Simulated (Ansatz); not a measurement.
The calculation's input:

```
crystal:
  periodic: [false, false, false]
  atoms:
    - {symbol: C, position_ang: [-1.615355, 0.817456, 0.775437]}
    - {symbol: C, position_ang: [-0.577633, -0.174918, 0.315363]}
    - {symbol: C, position_ang: [0.167308, -0.805444, 1.477281]}
    - {symbol: F, position_ang: [-2.053863, 1.560204, -0.283572]}
    - {symbol: F, position_ang: [-1.161411, -1.182690, -0.406843]}
    - {symbol: F, position_ang: [0.946370, 0.129722, 2.061121]}
    - {symbol: F, position_ang: [-0.703402, -1.258817, 2.402851]}
    - {symbol: H, position_ang: [-1.168352, 1.483765, 1.532031]}
    - {symbol: H, position_ang: [-2.464396, 0.278444, 1.224965]}
    - {symbol: H, position_ang: [0.158627, 0.339742, -0.326183]}
    - {symbol: H, position_ang: [0.795508, -1.648840, 1.142453]}
basis:
  gaussian: {orbitals: def2-SVPD}
hamiltonian: {xc: {name: PBE0}}
output: {forces: true, orbitals: {seedname: orbitals}}
```

Command:

```sh
ansatz run input.yaml --threads 2 --pin off --max-ram 5220MiB --events-out events.jsonl --progress --plain --runs-dir runs
```

Geometry: PBE0-D4/def2-SVP.

Level of theory: isolated molecule in a Gaussian basis; Kohn-Sham density functional theory, functional PBE0 in Ansatz.

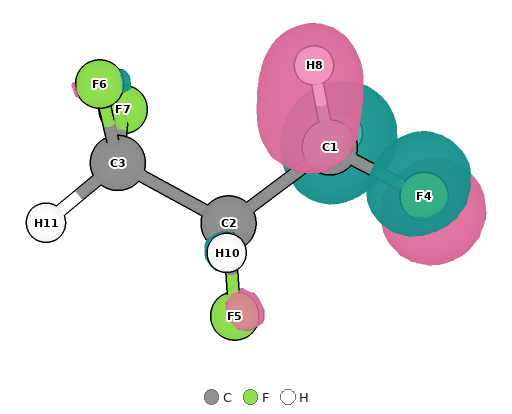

C3H4F4 (SMILES FC[C@H](F)C(F)F). The HOMO−1 at ±0.2 Å⁻³ᐟ² (teal and pink are the two phases), seen across its widest extent.

Where does this orbital lie, and at what energy?

Answer. By Hirshfeld shares it lies mainly on F4 (about 40 %), C1 (about 25 %), H9 (about 15 %) and H8 (about 10 %). Its energy is −10.35 eV.
